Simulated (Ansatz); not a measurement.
# BGeHO+ (quartet): from Hartree-Fock to the top rungs, cc-pVTZ

Aim: climb from Hartree-Fock through coupled cluster for BGeHO+ (quartet) at one geometry and basis, and see what each rung misses.

The runs use Ansatz 0.2.0, Gaussian basis; cc-pVTZ, core rule «outside noble gas», up to 16 orbitals frozen.

To be run: UHF; CCSD(T) on ROHF; CCSD(T) on UHF; BCCD(T) on ROHF; CCSDT(Q) on ROHF; CCSDT(Q) on UHF.

4 further runs of the same task are left out: 4 set aside as unsound or not needed. Runs told in other sessions of the task aren't counted.

## 1. The geometry

The geometry is a PBE0/def2-TZVP stationary point (not a proven minimum) of the parent state, kept for this charge and spin. No spin-orbit coupling is included. The filled d shell of Ge may be among the frozen orbitals whatever the setting's name suggests.

4 atoms, charge 1, spin multiplicity 4.

Atoms are counted from 1 here; the program's logs count them from 0.

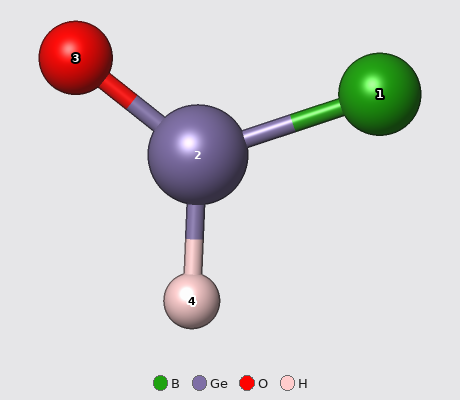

The geometry (boron green, germanium purple, oxygen red, hydrogen pink); atoms are numbered from 1 in the order of the file.

Geometry (Å):

```xyz
4
charge 1, multiplicity 4
B     0.0000   -0.7741    1.8024
Ge    0.0000    0.2127    0.0397
O     0.0000   -0.5521   -1.4145
H     0.0000    1.7401    0.2613
```

In the tables R marks a restricted open-shell determinant and U an unrestricted one; energies count from the table's Hartree-Fock row.

## 2. UHF

Input file in.yaml:

```yaml
crystal:
  periodic: [false, false, false]
  atoms:
    - {symbol: B, position_ang: [0.000000, -0.774100, 1.802429]}
    - {symbol: Ge, position_ang: [0.000000, 0.212658, 0.039677]}
    - {symbol: O, position_ang: [0.000000, -0.552059, -1.414527]}
    - {symbol: H, position_ang: [0.000000, 1.740121, 0.261323]}
basis:
  gaussian: {orbitals: cc-pVTZ}
total_charge: 1
magnetization: {spin_polarized: true, initial_magnetization: 3}
hamiltonian: {xc: hf}
output: {orbitals: {seedname: orbitals}}
```

On the command line:

```
ansatz run in.yaml --threads 1 --pin off --events-out ev --progress --plain --max-ram 4096MiB --backend cpu
```

Log:

```text
Functional definition: HF
  name "HF"
  cite "Fock, Z. Phys. 61, 126 (1930) doi:10.1007/BF01340294"
  parent pbe
  exchange = exact_x
  correlation = 0
996 factors; their error is unknown
mean field evaluation 1: about -59166.9784 eV, gradient 5.7e1 eV
mean field evaluation 2: about -59038.0954 eV, gradient 1.4e2 eV
mean field evaluation 4: about -59185.1094 eV, gradient 7.4e0 eV
mean field evaluation 8: about -59186.7876 eV, gradient 1.0e0 eV
mean field evaluation 16: about -59187.7220 eV, gradient 9.4e-1 eV
mean field evaluation 32: about -59187.5395 eV, gradient 5.1e-1 eV
mean field evaluation 64: about -59184.3634 eV, gradient 1.3e1 eV
mean field evaluation 96: about -59187.6507 eV, gradient 1.9e0 eV
mean field evaluation 128: about -59187.1808 eV, gradient 2.8e0 eV
mean field evaluation 160: about -59181.1677 eV, gradient 7.4e0 eV
mean field evaluation 192: about -59181.9266 eV, gradient 6.5e0 eV
mean field evaluation 224: about -59181.1593 eV, gradient 1.0e1 eV
mean field evaluation 256: about -59187.1786 eV, gradient 5.5e-1 eV
mean field evaluation 288: about -59186.7832 eV, gradient 4.3e0 eV
mean field -59187.72315519 eV, -2175.1087070737 hartree, gradient 2.6e-5 eV, S^2 3.766459; 7 other end points of the search recorded, 0 dependent functions left out
reference -59187.72315519 eV, -2175.1087070737 hartree; 24, 21 occupied and 93, 96 virtual orbitals, 996 factors
Total energy: -59187.72315519 eV, -2175.1087070737 hartree
```

It took 20 s on 1 thread of AMD EPYC 7R13, shared host; peak memory 0.4 GiB.

From the report: ⟨S²⟩ of the determinant 3.766 (pure quartet: 3.75).

## 3. CCSD(T) on ROHF

Edit in.yaml of step 2 so:

```diff
@@ -10,4 +10,3 @@
 total_charge: 1
-magnetization: {spin_polarized: true, initial_magnetization: 3}
-hamiltonian: {xc: hf}
-output: {orbitals: {seedname: orbitals}}
+magnetization: {spin_polarized: false, initial_magnetization: 3}
+correlation: {method: ccsd_t, electrons: outside_noble_gas}
```

On the command line:

```
ansatz run in.yaml --threads 2 --pin off --events-out ev --progress --plain --max-ram 24576MiB --backend cuda --devices 0, --max-vram 18GiB
```

Log, shortened:

```text
Functional definition: HF
  name "HF"
  cite "Fock, Z. Phys. 61, 126 (1930) doi:10.1007/BF01340294"
  parent pbe
[...]
722 factors; integrals over basis functions are off by at most 1.6e-3 eV
[...]
mean field -59187.52861994 eV, -2175.1015580349 hartree, gradient 1.7e-6 eV, S^2 3.750000; 17 other end points of the search recorded, 0 dependent functions left out
[...]
determinant -59187.52861994 eV, -2175.1015580349 hartree, with singles and doubles -59197.05212347 eV, -2175.4515403345 hartree
determinant -59187.07067725 eV, -2175.0847289515 hartree, with singles and doubles -59196.52097839 eV, -2175.4320211128 hartree
determinant -59186.94030503 eV, -2175.0799378607 hartree, with singles and doubles -59196.35964573 eV, -2175.4260922469 hartree
determinant -59186.31998355 eV, -2175.0571414669 hartree, with singles and doubles -59195.59307648 eV, -2175.3979213466 hartree
[...]
determinant -59184.70863010 eV, -2174.9979253198 hartree, with singles and doubles -59194.22660673 eV, -2175.3477045096 hartree
determinant -59184.33331916 eV, -2174.9841328971 hartree, with singles and doubles -59194.30476544 eV, -2175.3505767892 hartree
determinant -59187.52861994 eV, -2175.1015580349 hartree, with singles and doubles -59197.00340371 eV, -2175.4497499162 hartree
determinant -59187.07067725 eV, -2175.0847289515 hartree, with singles and doubles -59196.46810824 eV, -2175.4300781705 hartree
16 core orbitals not correlated: weight in the atoms' cores, before any rotation towards them, 0.978 or more for the frozen orbitals, at most 0.025 for the correlated occupied ones
reference -59187.52861994 eV, -2175.1015580349 hartree; 8, 5 occupied and 93, 96 virtual orbitals, 722 factors
second order -8.39718479 eV of doubles, -0.12634628 eV of singles
cycle   1  -9.47478269 eV  change    1.1e-6 eV  update   2.7e-6
perturbative correction -0.36390291 eV, -0.0133731852 hartree
Total energy: -59197.36730553 eV, -2175.4631230617 hartree
```

Run time: 37 s. Hardware: 1 × H100 (card shared with other runs) with 2 threads of AMD EPYC 7R13, shared host; peak host memory 0.83 GiB.

From the report: correlation -9.8387 eV; T1 0.034; largest double amplitude 0.04.

## 4. CCSD(T) on UHF

Edit in.yaml of step 3 so:

```diff
@@ -10,3 +10,3 @@
 total_charge: 1
-magnetization: {spin_polarized: false, initial_magnetization: 3}
+magnetization: {spin_polarized: true, initial_magnetization: 3}
 correlation: {method: ccsd_t, electrons: outside_noble_gas}
```

Launched as before.

Log, shortened:

```text
Functional definition: HF
  name "HF"
  cite "Fock, Z. Phys. 61, 126 (1930) doi:10.1007/BF01340294"
  parent pbe
[...]
722 factors; integrals over basis functions are off by at most 1.6e-3 eV
[...]
mean field -59187.72383612 eV, -2175.1087320974 hartree, gradient 1.8e-6 eV, S^2 3.766459; 18 other end points of the search recorded, 0 dependent functions left out
determinant -59187.72383612 eV, -2175.1087320974 hartree, with singles and doubles -59197.05449942 eV, -2175.4516276490 hartree
determinant -59187.25345588 eV, -2175.0914459421 hartree, with singles and doubles -59196.52718750 eV, -2175.4322492934 hartree
determinant -59187.13345592 eV, -2175.0870360250 hartree, with singles and doubles -59196.36157169 eV, -2175.4261630246 hartree
determinant -59186.48721552 eV, -2175.0632871283 hartree, with singles and doubles -59195.59518145 eV, -2175.3979987027 hartree
determinant -59185.32796937 eV, -2175.0206856183 hartree, with singles and doubles -59194.72543538 eV, -2175.3660361242 hartree
determinant -59184.84943308 eV, -2175.0030997340 hartree, with singles and doubles -59194.22081898 eV, -2175.3474918136 hartree
determinant -59187.72383612 eV, -2175.1087320974 hartree, with singles and doubles -59197.00962730 eV, -2175.4499786291 hartree
determinant -59187.25345588 eV, -2175.0914459421 hartree, with singles and doubles -59196.47617845 eV, -2175.4303747452 hartree
16 core orbitals not correlated: weight in the atoms' cores, before any rotation towards them, 0.975 or more for the frozen orbitals, at most 0.028 for the correlated occupied ones
reference -59187.72383612 eV, -2175.1087320974 hartree; 8, 5 occupied and 93, 96 virtual orbitals, 722 factors
second order -8.32380862 eV of doubles, -0.00000000 eV of singles
cycle   1  -9.28579006 eV  change    1.1e-6 eV  update   2.6e-6
perturbative correction -0.35890682 eV, -0.0131895822 hartree
Total energy: -59197.36853300 eV, -2175.4631681701 hartree
```

It took 32 s on 1 × H100 (card shared with other runs) with 2 threads of AMD EPYC 7R13, shared host; peak host memory 0.83 GiB.

From the report: ⟨S²⟩ of the determinant 3.766 (pure quartet: 3.75); correlation -9.6447 eV; T1 0.029; largest double amplitude 0.04.

## 5. BCCD(T) on ROHF

Edit in.yaml of step 4 so:

```diff
@@ -10,3 +10,3 @@
 total_charge: 1
-magnetization: {spin_polarized: true, initial_magnetization: 3}
-correlation: {method: ccsd_t, electrons: outside_noble_gas}
+magnetization: {spin_polarized: false, initial_magnetization: 3}
+correlation: {method: bccd_t, electrons: outside_noble_gas}
```

Same command.

Log, shortened:

```text
Functional definition: HF
  name "HF"
  cite "Fock, Z. Phys. 61, 126 (1930) doi:10.1007/BF01340294"
  parent pbe
[...]
722 factors; integrals over basis functions are off by at most 1.6e-3 eV
[...]
mean field -59187.52861994 eV, -2175.1015580349 hartree, gradient 1.7e-6 eV, S^2 3.750000; 17 other end points of the search recorded, 0 dependent functions left out
[...]
determinant -59187.52861994 eV, -2175.1015580349 hartree, with singles and doubles -59197.05212347 eV, -2175.4515403345 hartree
determinant -59187.07067725 eV, -2175.0847289515 hartree, with singles and doubles -59196.52097839 eV, -2175.4320211128 hartree
determinant -59186.94030503 eV, -2175.0799378607 hartree, with singles and doubles -59196.35964573 eV, -2175.4260922469 hartree
determinant -59186.31998355 eV, -2175.0571414669 hartree, with singles and doubles -59195.59307648 eV, -2175.3979213466 hartree
[...]
determinant -59184.33331916 eV, -2174.9841328971 hartree, with singles and doubles -59194.30476544 eV, -2175.3505767892 hartree
determinant -59187.52861994 eV, -2175.1015580349 hartree, with singles and doubles -59197.00340371 eV, -2175.4497499162 hartree
determinant -59187.07067725 eV, -2175.0847289515 hartree, with singles and doubles -59196.46810824 eV, -2175.4300781705 hartree
16 core orbitals not correlated: weight in the atoms' cores, before any rotation towards them, 0.978 or more for the frozen orbitals, at most 0.025 for the correlated occupied ones
reference -59187.52861994 eV, -2175.1015580349 hartree; 8, 5 occupied and 93, 96 virtual orbitals, 722 factors
second order -8.39718479 eV of doubles, -0.12634628 eV of singles
cycle   1  -9.44420316 eV  change    3.1e-2 eV  update   1.1e-2
[...]
cycle  13  -9.44796264 eV  change    2.7e-6 eV  update   1.1e-5
perturbative correction -0.39418632 eV, -0.0144860801 hartree
Total energy: -59197.37076890 eV, -2175.4632503379 hartree
```

Wall time 28 s (1 × H100 (card shared with other runs) with 2 threads of AMD EPYC 7R13, shared host); peak host memory 0.83 GiB.

From the report: correlation -9.8421 eV; largest double amplitude 0.04.

## 6. CCSDT(Q) on ROHF

Edit in.yaml of step 5 so:

```diff
@@ -11,2 +11,2 @@
 magnetization: {spin_polarized: false, initial_magnetization: 3}
-correlation: {method: bccd_t, electrons: outside_noble_gas}
+correlation: {method: ccsdt_q, electrons: outside_noble_gas}
```

Same command.

Log, shortened:

```text
Functional definition: HF
  name "HF"
  cite "Fock, Z. Phys. 61, 126 (1930) doi:10.1007/BF01340294"
  parent pbe
[...]
1430 factors; integrals over basis functions are off by at most 2.0e-7 eV
[...]
mean field -59187.52880068 eV, -2175.1015646770 hartree, gradient 2.7e-6 eV, S^2 3.750000; 17 other end points of the search recorded, 0 dependent functions left out
[...]
determinant -59187.52880068 eV, -2175.1015646770 hartree, with singles and doubles -59197.05232195 eV, -2175.4515476284 hartree
determinant -59187.07085658 eV, -2175.0847355419 hartree, with singles and doubles -59196.52117670 eV, -2175.4320284006 hartree
determinant -59186.94048687 eV, -2175.0799445434 hartree, with singles and doubles -59196.35984460 eV, -2175.4260995552 hartree
determinant -59186.32016424 eV, -2175.0571481072 hartree, with singles and doubles -59195.59327469 eV, -2175.3979286308 hartree
[...]
determinant -59184.33350031 eV, -2174.9841395544 hartree, with singles and doubles -59194.30496719 eV, -2175.3505842034 hartree
determinant -59187.52880068 eV, -2175.1015646770 hartree, with singles and doubles -59197.00357584 eV, -2175.4497562421 hartree
determinant -59187.07085658 eV, -2175.0847355419 hartree, with singles and doubles -59196.46828064 eV, -2175.4300845062 hartree
16 core orbitals not correlated: weight in the atoms' cores, before any rotation towards them, 0.978 or more for the frozen orbitals, at most 0.025 for the correlated occupied ones
reference -59187.52880068 eV, -2175.1015646770 hartree; 8, 5 occupied and 93, 96 virtual orbitals, 1430 factors
second order -8.39720525 eV of doubles, -0.12634633 eV of singles
cycle   1  -9.04041497 eV  change   -5.2e-1 eV  update   1.0e-1
[...]
cycle  31  -9.89178811 eV  change   -4.7e-7 eV  update   1.2e-6
perturbative correction -0.01933605 eV, -0.0007105868 hartree
Total energy: -59197.43992484 eV, -2175.4657917718 hartree
```

It took 67 s on 1 × H100 (card shared with other runs) with 2 threads of AMD EPYC 7R13, shared host; peak host memory 1.4 GiB.

From the report: correlation -9.9111 eV; T1 0.038; largest double amplitude 0.06.

## 7. CCSDT(Q) on UHF

Edit in.yaml of step 6 so:

```diff
@@ -10,3 +10,3 @@
 total_charge: 1
-magnetization: {spin_polarized: false, initial_magnetization: 3}
+magnetization: {spin_polarized: true, initial_magnetization: 3}
 correlation: {method: ccsdt_q, electrons: outside_noble_gas}
```

The command is unchanged.

Log, shortened:

```text
Functional definition: HF
  name "HF"
  cite "Fock, Z. Phys. 61, 126 (1930) doi:10.1007/BF01340294"
  parent pbe
[...]
1430 factors; integrals over basis functions are off by at most 2.0e-7 eV
[...]
mean field -59187.72401696 eV, -2175.1087387432 hartree, gradient 2.4e-6 eV, S^2 3.766459; 18 other end points of the search recorded, 0 dependent functions left out
determinant -59187.72401696 eV, -2175.1087387432 hartree, with singles and doubles -59197.05469769 eV, -2175.4516349352 hartree
determinant -59187.25363533 eV, -2175.0914525370 hartree, with singles and doubles -59196.52738530 eV, -2175.4322565624 hartree
determinant -59187.13363785 eV, -2175.0870427109 hartree, with singles and doubles -59196.36177099 eV, -2175.4261703486 hartree
determinant -59186.48739622 eV, -2175.0632937692 hartree, with singles and doubles -59195.59537944 eV, -2175.3980059786 hartree
[...]
determinant -59184.84961525 eV, -2175.0031064284 hartree, with singles and doubles -59194.22101600 eV, -2175.3474990538 hartree
determinant -59187.72401696 eV, -2175.1087387432 hartree, with singles and doubles -59197.00979936 eV, -2175.4499849520 hartree
determinant -59187.25363533 eV, -2175.0914525370 hartree, with singles and doubles -59196.47635095 eV, -2175.4303810847 hartree
16 core orbitals not correlated: weight in the atoms' cores, before any rotation towards them, 0.975 or more for the frozen orbitals, at most 0.028 for the correlated occupied ones
reference -59187.72401696 eV, -2175.1087387432 hartree; 8, 5 occupied and 93, 96 virtual orbitals, 1430 factors
second order -8.32382855 eV of doubles, -0.00000000 eV of singles
cycle   1  -8.85501120 eV  change   -5.3e-1 eV  update   9.9e-2
[...]
cycle  31  -9.69905725 eV  change   -5.3e-7 eV  update   1.2e-6
perturbative correction -0.02292349 eV, -0.0008424227 hartree
Total energy: -59197.44599770 eV, -2175.4660149456 hartree
```

Wall time 54 s (1 × H100 (card shared with other runs) with 2 threads of AMD EPYC 7R13, shared host); peak host memory 1.2 GiB.

From the report: ⟨S²⟩ of the determinant 3.766 (pure quartet: 3.75); correlation -9.7220 eV; T1 0.033; largest double amplitude 0.06.

## 8. All levels against the top one

The yardstick is UCCSDT(Q), where the cluster series has nearly closed. Rows without a time are mean-field rows or come out of runs for another level: lower rungs of the coupled-cluster runs, or the Hartree-Fock search.

Differences are taken before rounding.

```
   method  energy from the lowest ROHF (meV)  from UCCSDT(Q) (meV)  time
      ROHF                               0.0               +9917.4      
      UHF                            -195.2               +9722.2      
     RMP2                           -8523.5               +1393.8      
     UMP2                           -8519.0               +1398.4      
    RCCSD                           -9474.8                +442.6      
    UCCSD                           -9481.0                +436.4      
 RCCSD(T)                           -9838.7                 +78.7  37 s
 UCCSD(T)                           -9839.9                 +77.5  32 s
  BCCD(T)                           -9842.1                 +75.2  28 s
   RCCSDT                           -9892.0                 +25.4      
   UCCSDT                           -9894.5                 +22.9      
RCCSDT(Q)                           -9911.3                  +6.1  67 s
UCCSDT(Q)                           -9917.4                     0  54 s
```

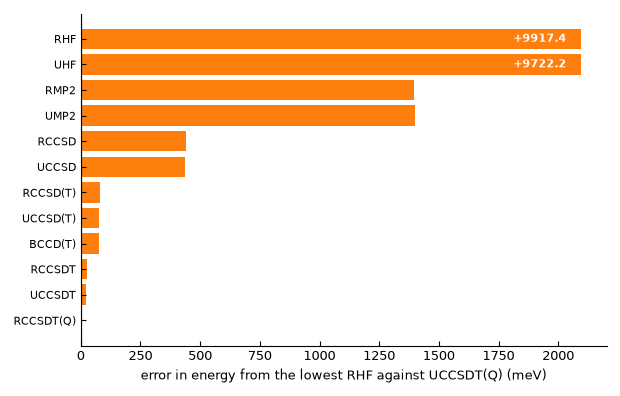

Deviations from UCCSDT(Q), method by method. Bars with a number in them are cut short.

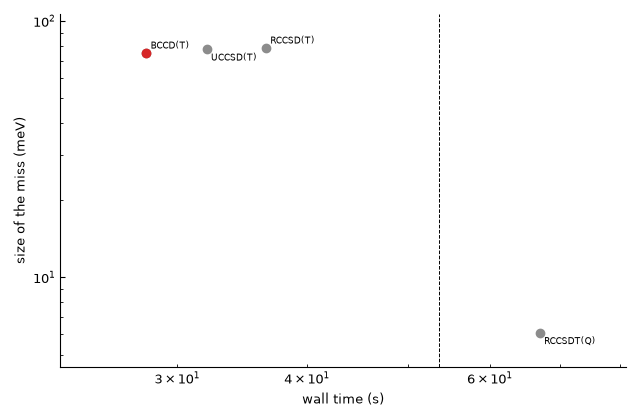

Miss against cost. Red marks the levels that no quicker level drawn beats (of those quicker than the yardstick), and the dashed line is the time of UCCSDT(Q). Times are from a shared host.

## 9. Results

```
                         quantity                      value
    UCCSDT(Q) from the ROHF energy                 -9.9174 eV
              RMP2 from UCCSDT(Q)                +1393.8 meV
              UMP2 from UCCSDT(Q)                +1398.4 meV
             RCCSD from UCCSDT(Q)                 +442.6 meV
          RCCSD(T) from UCCSDT(Q)                  +78.7 meV
          UCCSD(T) from UCCSDT(Q)                  +77.5 meV
         RCCSDT(Q) from UCCSDT(Q)                   +6.1 meV
levels within 1 kcal/mol (43 meV)  RCCSDT, UCCSDT, RCCSDT(Q)
                    T1 diagnostic                      0.034
```

What this shows: RCCSD(T) misses by +78.7 meV, 0.8 % of the correlation energy. These misses are within one basis, not against nature; the frozen cores of restricted and unrestricted runs differ, which can shift their rows.

For cost: BCCD(T) gets within 75.2 meV in 28 s, where UCCSDT(Q) took 54 s.
